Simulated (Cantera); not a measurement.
A closed system holds: 1 mol Mg(OH)2, 0.45 mol C, a varied amount of O2, held at 900 K and 0.133 bar.

These are equilibrium values from Cantera (NASA tables, ideal gas, pure condensed phases), not measurements of a reactor. Candidate condensed phases: C, C6H6, C7H8, C8H18, H2O, Mg, MgCO3, MgO, Mg(OH)2; 116 gas species. The numbers say what is thermodynamically allowed, not how fast it happens.

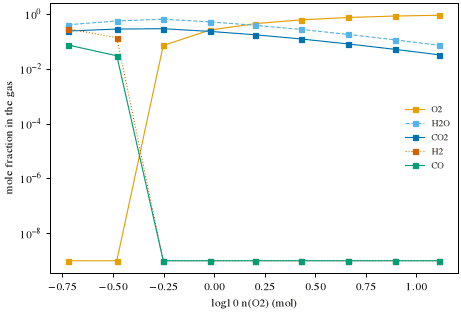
Equilibrium gas composition (values under 1e-9 drawn at 1e-9)

### Question
Read off the mole fractions at 0.95 mol O2.

### Answer
H2O about 0.51, O2 about 0.26, CO2 about 0.23.
